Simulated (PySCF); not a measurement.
Molecule: CdFI, SMILES [I][Cd][F]. Atoms near the plane z = 0.0 Å, at the B3LYP/def2-SVP optimised geometry (x, y, z in Å): Cd1 (0.3, 0.0, 0.0), F2 (2.3, 0.0, 0.0), I3 (-2.3, 0.0, 0.0).

Calculation: B3LYP/def2-TZVP, def2 effective core potentials past Kr run with PySCF. The core electrons that the potentials of Cd, I replace are not part of the density. Cells within 0.4 Å of a nucleus heavier than hydrogen are left out (blank, or x). The values are rescaled to run from 0 to 1.

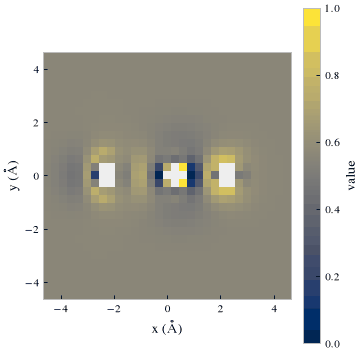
*a field on the plane z = 0.0 Å.*

**Question.** Which quantity is mapped?
(A) electrostatic potential
(B) Laplacian of the electron density
(C) log10 of the electron density
(D) deformation density (molecule minus spherical neutral atoms)

**Answer.** D, deformation density (molecule minus spherical neutral atoms). In full: deformation density (molecule minus spherical neutral atoms) (e/bohr³).
